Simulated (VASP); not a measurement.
Band structure of CdF$_{2}$ (fluorite). Method: vdW-DF2, VASP's PBE PAW potentials (set 64) (plane waves; VASP).

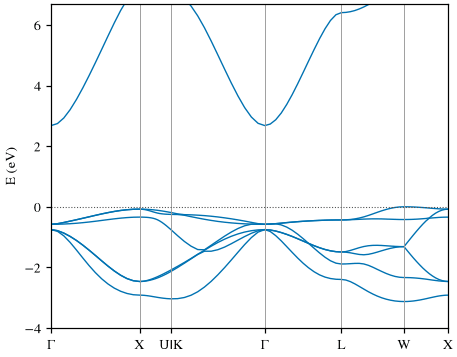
Bands along high-symmetry lines, zero at the valence-band maximum or, without a gap, the Fermi level

Problem. Read the plot: is there a gap, and where are the band edges?

Solution. The gap is indirect, 2.68 eV, from the valence maximum at W to the conduction minimum at Γ. (Edges off the drawn lines would not show.)

Measured: gap 7.80 eV (computed value off by -5.12 eV), as given by Giancarlo Cappellini et al., Physical Review B (2013), arXiv:1302.2571.

The compound is CdF2 in the fluorite structure. It was relaxed first, which changed the volume by +10 %.
